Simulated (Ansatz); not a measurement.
# BH3Br (doublet): one geometry, many settings at distance B1–H4 along a hydrogen transfer = 1.310 Å

What do other methods and options give for BH3Br (doublet) at this geometry, and how long do they take?

The runs use Ansatz 0.2.0, Gaussian basis; the settings change from run to run.

8 further runs of the same task are left out: 1 for a known fault of the program, 5 that didn't finish, 2 set aside as unsound or not needed.

## Step 1: The geometry

The geometry derives from fragments relaxed apart (PBE0/def2-TZVP) and kept rigid, so it is no stationary point. A hydrogen atom is moved between rigid fragments. No spin-orbit coupling is included. The filled d shell of Br may be among the frozen orbitals whatever the setting's name suggests; the logs give the count.

5 atoms, charge 0, spin multiplicity 2.

Atoms are counted from 1 here; the program's logs count them from 0.

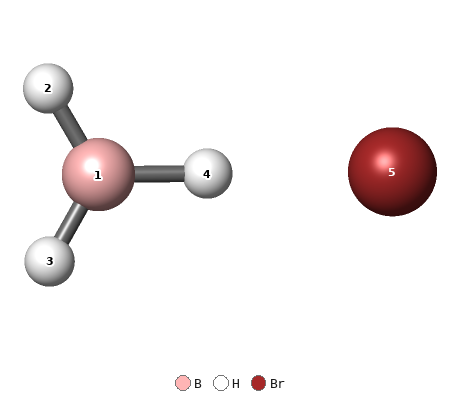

The structure; boron pink, hydrogen white, bromine red; atoms are numbered from 1 in the order of the file.

## Step 2: CCSD on UHF/STO-3G

Contents of in.yaml:

```yaml
crystal:
  periodic: [false, false, false]
  atoms:
    - {symbol: B, position_ang: [-3.016231, 0.000000, 0.000000]}
    - {symbol: H, position_ang: [-3.612964, 1.033571, 0.000000]}
    - {symbol: H, position_ang: [-3.612964, -1.033571, 0.000000]}
    - {symbol: H, position_ang: [-1.706231, 0.000000, 0.000000]}
    - {symbol: Br, position_ang: [0.520769, 0.000000, 0.000000]}
basis:
  gaussian: {orbitals: STO-3G, point_charges: [{charge: 1.00, position_ang: [3.721, -0.475, -0.108]}]}
magnetization: {spin_polarized: true, initial_magnetization: 1}
correlation: {method: ccsd, electrons: outside_noble_gas}
```

Started as:

```sh
$ ansatz run in.yaml --threads 1 --pin off --events-out ev --progress --plain --max-ram 2393MiB
```

The log of the run (excerpt; [...] marks lines left out):

```text
Functional definition: HF
  name "HF"
  cite "Fock, Z. Phys. 61, 126 (1930) doi:10.1007/BF01340294"
  parent pbe
[...]
275 factors; integrals over basis functions are off by at most 2.1e-5 eV
[...]
mean field -69951.95628107 eV, -2570.6869781904 hartree, gradient 3.2e-6 eV, S^2 0.751611; 12 other end points of the search recorded, 0 dependent functions left out
determinant -69951.95628107 eV, -2570.6869781904 hartree, with singles and doubles -69953.50444854 eV, -2570.7438722955 hartree
determinant -69951.84376770 eV, -2570.6828434001 hartree, with singles and doubles -69953.38635973 eV, -2570.7395326118 hartree
determinant -69951.83231084 eV, -2570.6824223686 hartree, with singles and doubles -69953.37754937 eV, -2570.7392088369 hartree
determinant -69951.95628107 eV, -2570.6869781904 hartree, with singles and doubles -69953.50461513 eV, -2570.7438784176 hartree
determinant -69951.84376770 eV, -2570.6828434001 hartree, with singles and doubles -69953.38629277 eV, -2570.7395301512 hartree
determinant -69951.83231084 eV, -2570.6824223686 hartree, with singles and doubles -69953.37702739 eV, -2570.7391896546 hartree
15 core orbitals not correlated: weight in the atoms' cores, before any rotation towards them, 1.000 or more for the frozen orbitals, at most 0.000 for the correlated occupied ones
reference -69951.95628107 eV, -2570.6869781904 hartree; 7, 6 occupied and 4, 5 virtual orbitals, 275 factors
second order -1.05851470 eV of doubles, -0.00000000 eV of singles
cycle   1  -1.54833915 eV  change   -5.1e-6 eV  update   3.8e-6
Total energy: -69953.50462022 eV, -2570.7438786046 hartree
```

Run time: 0.93 s. Hardware: 1 thread of Intel Xeon 6975P-C, shared host.

From the report: ⟨S²⟩ of the determinant 0.752 (pure doublet: 0.75); correlation -1.5483 eV; T1 0.006; largest double amplitude 0.06.

## Step 3: CCSD(T) on UHF/cc-pVDZ

in.yaml, as its differences from that of step 2:

```diff
@@ -9,4 +9,5 @@
 basis:
-  gaussian: {orbitals: STO-3G, point_charges: [{charge: 1.00, position_ang: [3.721, -0.475, -0.108]}]}
+  gaussian: {orbitals: cc-pVDZ, fitting: {mean_field: def2-universal-jkfit}}
 magnetization: {spin_polarized: true, initial_magnetization: 1}
-correlation: {method: ccsd, electrons: outside_noble_gas}
+correlation: {method: ccsd_t, electrons: outside_noble_gas}
+scf: {lower_state_search: light}
```

Same command.

The log of the run (excerpt; [...] marks lines left out):

```text
Functional definition: HF
  name "HF"
  cite "Fock, Z. Phys. 61, 126 (1930) doi:10.1007/BF01340294"
  parent pbe
[...]
395 factors; integrals over basis functions are off by at most 2.6e-1 eV
[...]
mean field -70715.52462757 eV, -2598.7475973592 hartree, gradient 3.0e-6 eV, S^2 0.759261; 13 other end points of the search recorded, 0 dependent functions left out
determinant -70715.52462757 eV, -2598.7475973592 hartree, with singles and doubles -70721.73024967 eV, -2598.9756497648 hartree
determinant -70715.15411897 eV, -2598.7339814190 hartree, with singles and doubles -70721.34624004 eV, -2598.9615376714 hartree
determinant -70715.14345723 eV, -2598.7335896072 hartree, with singles and doubles -70721.33648902 eV, -2598.9611793280 hartree
determinant -70715.52462757 eV, -2598.7475973592 hartree, with singles and doubles -70721.73025441 eV, -2598.9756499390 hartree
determinant -70715.15411897 eV, -2598.7339814190 hartree, with singles and doubles -70721.34620822 eV, -2598.9615365019 hartree
determinant -70715.14345723 eV, -2598.7335896072 hartree, with singles and doubles -70721.33646335 eV, -2598.9611783844 hartree
15 core orbitals not correlated: weight in the atoms' cores, before any rotation towards them, 1.000 or more for the frozen orbitals, at most 0.000 for the correlated occupied ones
reference -70715.52462757 eV, -2598.7475973592 hartree; 7, 6 occupied and 34, 35 virtual orbitals, 395 factors
second order -5.16434454 eV of doubles, -0.00000000 eV of singles
cycle   1  -6.20562678 eV  change    5.6e-8 eV  update   1.6e-6
perturbative correction -0.08117588 eV, -0.0029831585 hartree
Total energy: -70721.81143023 eV, -2598.9786330954 hartree
```

Run time: 5.5 s. Hardware: 1 thread of Intel Xeon 6975P-C, shared host.

From the report: ⟨S²⟩ of the determinant 0.759 (pure doublet: 0.75); correlation -6.2868 eV; T1 0.009; largest double amplitude 0.05.

## Step 4: CCSD on UHF/cc-pVDZ

in.yaml, as its differences from that of step 3:

```diff
@@ -9,5 +9,5 @@
 basis:
-  gaussian: {orbitals: cc-pVDZ, fitting: {mean_field: def2-universal-jkfit}}
+  gaussian: {orbitals: cc-pVDZ}
 magnetization: {spin_polarized: true, initial_magnetization: 1}
-correlation: {method: ccsd_t, electrons: outside_noble_gas}
-scf: {lower_state_search: light}
+correlation: {method: ccsd, electrons: outside_noble_gas}
+accuracy: high
```

The command is unchanged.

The log of the run (excerpt; [...] marks lines left out):

```text
Functional definition: HF
  name "HF"
  cite "Fock, Z. Phys. 61, 126 (1930) doi:10.1007/BF01340294"
  parent pbe
[...]
1115 factors; integrals over basis functions are off by at most 4.7e-9 eV
[...]
mean field -70715.52538264 eV, -2598.7476251075 hartree, gradient 2.0e-8 eV, S^2 0.759261; 13 other end points of the search recorded, 0 dependent functions left out
determinant -70715.52538264 eV, -2598.7476251075 hartree, with singles and doubles -70721.73387073 eV, -2598.9757828364 hartree
determinant -70715.15488275 eV, -2598.7340094875 hartree, with singles and doubles -70721.34990468 eV, -2598.9616723443 hartree
determinant -70715.14421322 eV, -2598.7336173897 hartree, with singles and doubles -70721.34015128 eV, -2598.9613139134 hartree
determinant -70715.52538264 eV, -2598.7476251075 hartree, with singles and doubles -70721.73387653 eV, -2598.9757830496 hartree
determinant -70715.15488275 eV, -2598.7340094875 hartree, with singles and doubles -70721.34987334 eV, -2598.9616711926 hartree
determinant -70715.14421322 eV, -2598.7336173897 hartree, with singles and doubles -70721.34012635 eV, -2598.9613129974 hartree
15 core orbitals not correlated: weight in the atoms' cores, before any rotation towards them, 1.000 or more for the frozen orbitals, at most 0.000 for the correlated occupied ones
reference -70715.52538264 eV, -2598.7476251075 hartree; 7, 6 occupied and 34, 35 virtual orbitals, 1115 factors
second order -5.17200139 eV of doubles, -0.00000000 eV of singles
cycle   1  -6.20849363 eV  change    2.6e-7 eV  update   1.6e-6
[...]
cycle  12  -6.20849370 eV  change  -6.4e-10 eV  update   1.0e-9
Total energy: -70721.73387634 eV, -2598.9757830425 hartree
```

It took 8 s on 1 thread of Intel Xeon 6975P-C, shared host.

From the report: ⟨S²⟩ of the determinant 0.759 (pure doublet: 0.75); correlation -6.2085 eV; T1 0.009; largest double amplitude 0.05.

## Step 5: CCSD(T) on ROHF/cc-pVDZ

in.yaml, as its differences from that of step 4:

```diff
@@ -10,4 +10,4 @@
   gaussian: {orbitals: cc-pVDZ}
-magnetization: {spin_polarized: true, initial_magnetization: 1}
-correlation: {method: ccsd, electrons: outside_noble_gas}
-accuracy: high
+magnetization: {spin_polarized: false, initial_magnetization: 1}
+correlation: {method: ccsd_t, electrons: valence}
+output: {forces: true}
```

Same command.

The log of the run (excerpt; [...] marks lines left out):

```text
Functional definition: HF
  name "HF"
  cite "Fock, Z. Phys. 61, 126 (1930) doi:10.1007/BF01340294"
  parent pbe
[...]
574 factors; integrals over basis functions are off by at most 1.2e-3 eV
[...]
mean field -70715.41819135 eV, -2598.7436859001 hartree, gradient 2.1e-6 eV, S^2 0.750000; 13 other end points of the search recorded, 0 dependent functions left out
[...]
determinant -70715.41819135 eV, -2598.7436859001 hartree, with singles and doubles -70722.03617282 eV, -2598.9868922331 hartree
determinant -70715.05969247 eV, -2598.7305113091 hartree, with singles and doubles -70721.65193988 eV, -2598.9727719331 hartree
determinant -70715.04904666 eV, -2598.7301200828 hartree, with singles and doubles -70721.64221776 eV, -2598.9724146517 hartree
determinant -70715.41819135 eV, -2598.7436859001 hartree, with singles and doubles -70722.03608130 eV, -2598.9868888701 hartree
[...]
reference -70715.41819135 eV, -2598.7436859001 hartree; 12, 11 occupied and 34, 35 virtual orbitals, 574 factors
second order -5.56669971 eV of doubles, -0.06981156 eV of singles
cycle   1  -6.61788903 eV  change    9.2e-7 eV  update   1.7e-6
[...]
cycle   5  -6.61788916 eV  change   -1.3e-7 eV  update   1.0e-7
perturbative correction -0.09234703 eV, -0.0033936908 hartree
[...]
Total energy: -70722.12842754 eV, -2598.9902825316 hartree
Atom 0 at    -3.016231     0.000000     0.000000 Å, force     1.663486     0.000000    -0.000000 eV/Å
Atom 1 at    -3.612964     1.033571     0.000000 Å, force    -0.020258     0.361416    -0.000000 eV/Å
Atom 2 at    -3.612964    -1.033571     0.000000 Å, force    -0.020258    -0.361416     0.000000 eV/Å
Atom 3 at    -1.706231     0.000000     0.000000 Å, force    -1.816276    -0.000000     0.000000 eV/Å
Atom 4 at     0.520769     0.000000     0.000000 Å, force     0.193306     0.000000    -0.000000 eV/Å
Dipole moment:    -0.202656    -0.000000    -0.000000 e Å
```

Wall time 18 s (1 thread of Intel Xeon 6975P-C, shared host); peak memory 0.26 GiB.

From the report: correlation -6.7102 eV; T1 0.010; largest double amplitude 0.04.

## Step 6: All runs side by side

Where basis and cores are those of an earlier UCCSDT(Q)/cc-pVDZ run (-70721.8373 eV), and the state is the same kind, the miss against it is given.

| level | correlated | functions | energy (eV) | from UCCSDT(Q) (meV) | time |
| --- | --- | --- | --- | --- | --- |
| CCSD on UHF/STO-3G (beside a point charge) | outside noble gas | 26 | -69953.5046 |  | 0.93 s |
| CCSD(T) on UHF/cc-pVDZ | outside noble gas | 56 | -70721.8114 | 25.8 | 5.5 s |
| CCSD on UHF/cc-pVDZ | outside noble gas | 56 | -70721.7339 | 103.4 | 8 s |
| CCSD(T) on ROHF/cc-pVDZ | valence | 56 | -70722.1284 |  | 18 s |

## Step 7: Summary of results

| quantity | value |
| --- | --- |
| runs | 4 |
| quickest | CCSD on UHF/STO-3G (beside a point charge), 0.93 s |
| slowest | CCSD(T) on ROHF/cc-pVDZ, 18 s |

What this shows: Total energies in different bases, with other cores or another treatment of relativity can't be set against each other. CCSD(T) on ROHF/cc-pVDZ took 19 times as long as CCSD on UHF/STO-3G (beside a point charge); the jobs differ in more than the method. Among the correlated runs with a miss given, it spans +26 to +103 meV.
